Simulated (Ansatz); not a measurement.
Hypothetical wurtzite InSb, pressure series

The parent structure is InSb in the wurtzite structure (space group P6_3mc, No. 186; a = 4.597 Å, c = 7.565 Å; a hypothetical phase, not in the database extracts checked).

Cell and atoms are relaxed at each pressure.

Calculations: PBEsol (Ansatz, a quantum-chemistry and plane-wave program, PAW, scalar-relativistic without spin-orbit coupling).

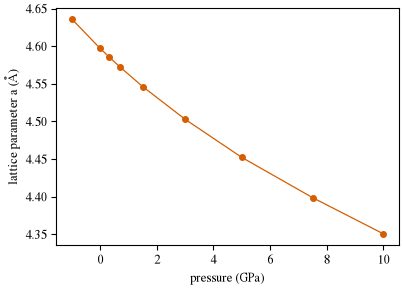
Figure. Lattice parameter a against pressure

**Question.** From the plot, what is the lattice parameter a for pressure −1 GPa?

**Answer.** About 4.64 Å.

**Question.** Is the trend monotonic over the range shown?

**Answer.** Yes, it falls throughout, spanning 4.350 Å to 4.636 Å.

Load acts through the strain it causes; cell and atoms are relaxed under it. Whether these cells are dynamically stable was not tested. No other phases were tried under pressure. The final runs are not spin-polarised.
